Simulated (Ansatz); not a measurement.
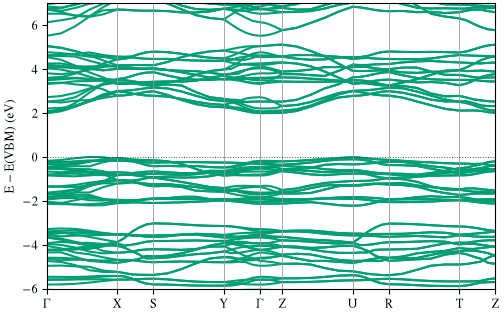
Figure. Band structure from DFT-PBEsol in the program Ansatz with PAW potentials

Read off the gap and where the band edges lie.

About 2.0 eV (1.99 eV by a search for the band edges); maximum on the Γ–X line, 67 % of the way from Γ, minimum at Γ.

The material is S (S12-ring, space group No. 58).

Space group Pnnm (S12-ring). The workflow started from a Materials Project entry (that database holds measured and hypothetical structures alike); the Crystallography Open Database files this formula in space group No. 58, but the cells were not matched. It is not the phase usual at ambient conditions (space group No. 70). Symmetry was held in the PBEsol relaxation; its stability against distortions is not shown here. A crystal of weakly bound molecules computed without a dispersion correction: the cell and the soft elastic constants depend strongly on that.

Potentials: the later of the program's two PAW sets.
